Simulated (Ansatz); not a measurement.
# CH2F2 (SMILES FCF) at HSE06/aug-cc-pVDZ

Aim: the electronic atomisation energy of CH2F2 at HSE06/aug-cc-pVDZ, from 4 runs. 

The results are computed with Ansatz 0.2.0.

55 further runs of the same task are left out: 55 set aside as unsound or not needed.

### 1 The molecule

CH2F2 has 5 atoms, charge 0, and is taken as a singlet. As SMILES, `FCF`. The coordinates come from a PBE0-D4/def2-TZVP relaxation.

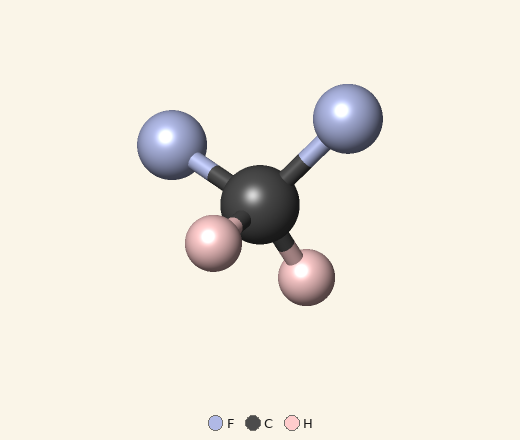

Viewed from a chosen angle; fluorine light blue, carbon dark grey, hydrogen pink.

### 2 A single-point energy at HSE06/aug-cc-pVDZ

File run.yaml:

```yaml
crystal:
  periodic: [false, false, false]
  atoms:
    - {symbol: F, position_ang: [-1.073300, 0.191200, 0.698300]}
    - {symbol: C, position_ang: [0.010100, -0.016900, -0.082300]}
    - {symbol: F, position_ang: [1.090500, -0.179200, 0.713200]}
    - {symbol: H, position_ang: [-0.142700, -0.932900, -0.659500]}
    - {symbol: H, position_ang: [0.165300, 0.864200, -0.711100]}
basis:
  gaussian:
    orbitals: aug-cc-pVDZ
hamiltonian:
  xc: hse06
total_charge: 0
accuracy: high
output: {orbitals: {seedname: orbitals}}
```

Run with:

```console
$ ansatz run run.yaml --threads 1 --pin off --max-ram 3480MiB --events-out events.jsonl --progress --plain --runs-dir runs
```

Standard output:

```text
Warning: RAYON_NUM_THREADS=1 ignored (pool sized by the plan → 1); use --threads N
Functional definition: HSE06
  name "HSE06"
  parameter a = 0.25
  parameter omega = 0.11/bohr
  exchange = pbe_x - a*pbe_x_sr(omega) + a*exact_x_sr(omega)
  correlation = pbe_c
1767 factors; integrals over basis functions are off by at most 3.2e-9 eV
104 factors; integrals over basis functions are off by at most 1.0e-9 eV
mean field evaluation 1: about -6495.9812 eV, gradient 2.7e1 eV
mean field evaluation 2: about -6495.8299 eV, gradient 3.0e1 eV
mean field evaluation 4: about -6497.2938 eV, gradient 1.2e0 eV
mean field evaluation 8: about -6497.2943 eV, gradient 2.1e-3 eV
mean field evaluation 16: about -6497.2943 eV, gradient 9.1e-8 eV
mean field -6497.29428016 eV, -238.7711607716 hartree, gradient 9.1e-8 eV, S^2 0.000000; 0 other end points of the search recorded, 0 dependent functions left out
reference -6497.29428431 eV, -238.7711609242 hartree; 13, 13 occupied and 74, 74 virtual orbitals, 1767 factors
Total energy: -6497.29428431 eV, -238.7711609242 hartree
```

Run time: 6 s. Hardware: 1 thread of Arm Neoverse V1, shared host; peak memory 0.23 GiB.

### 3 The C atom at the same level

File input.yaml:

```yaml
crystal:
  periodic: [false, false, false]
  atoms:
    - symbol: C
      position_ang: [0.000000, 0.000000, 0.000000]
basis:
  gaussian:
    orbitals: aug-cc-pVDZ
magnetization:
  spin_polarized: true
  initial_magnetization: 2
hamiltonian:
  xc: {name: HSE06}
accuracy: high
```

Run the same way, it converges to -37.79843 Eh (log not shown).

### 4 The F atom, same level

File in.yaml:

```yaml
crystal:
  periodic: [false, false, false]
  atoms:
    - {symbol: F, position_ang: [0.000000, 0.000000, 0.000000]}
basis:
  gaussian: {orbitals: aug-cc-pVDZ}
total_charge: 0
magnetization: {spin_polarized: true, initial_magnetization: 1}
hamiltonian: {xc: {name: HSE06}}
accuracy: high
```

Run the same way, it converges to -99.64249 Eh (log not shown).

### 5 The H atom, same level

File molecule.yaml:

```yaml
crystal:
  periodic: [false, false, false]
  atoms:
    - {symbol: H, position_ang: [0.000000, 0.000000, 0.000000]}
basis:
  gaussian:
    orbitals: aug-cc-pVDZ
magnetization:
  spin_polarized: true
  initial_magnetization: 1
hamiltonian:
  xc: hse06
accuracy: high
```

Run with:

```console
$ ansatz run molecule.yaml --threads 1 --pin off --max-ram 3480MiB --events-out events.jsonl --progress --plain --runs-dir runs
```

Standard output, shortened:

```text
Warning: RAYON_NUM_THREADS=1 ignored (pool sized by the plan → 1); use --threads N
[... 6 set-up lines as earlier in the session ...]
42 factors; integrals over basis functions are off by at most 4.4e-8 eV
23 factors; integrals over basis functions are off by at most 2.8e-10 eV
mean field evaluation 1: about -13.6160 eV, gradient 5.7e-2 eV
mean field evaluation 2: about -13.6153 eV, gradient 3.8e-2 eV
mean field evaluation 4: about -13.6153 eV, gradient 6.8e-6 eV
mean field evaluation 8: about -13.6153 eV, gradient 4.3e-11 eV
mean field -13.61528801 eV, -0.5003526057 hartree, gradient 1.9e-8 eV, S^2 0.750000; 0 other end points of the search recorded, 0 dependent functions left out
reference -13.61529384 eV, -0.5003528198 hartree; 1, 0 occupied and 8, 9 virtual orbitals, 42 factors
Total energy: -13.61529384 eV, -0.5003528198 hartree
```

It took 0.26 s on 1 thread of Arm Neoverse V1, shared host.

### 6 What came out

Level: HSE06/aug-cc-pVDZ.

```
                     quantity          value
       molecule: total energy  -238.77116 Eh
        molecule: HOMO energy       -9.52 eV
        molecule: LUMO energy       -0.19 eV
      molecule: HOMO–LUMO gap        9.33 eV
         C atom: total energy   -37.79843 Eh
                 C atom: ⟨S²⟩          2.004
         F atom: total energy   -99.64249 Eh
                 F atom: ⟨S²⟩          0.752
         H atom: total energy    -0.50035 Eh
                 H atom: ⟨S²⟩          0.750
electronic atomisation energy      18.696 eV
```

In words: Taking the molecule apart into free atoms costs 18.70 eV (1804 kJ/mol), before zero-point energy and without spin-orbit coupling.
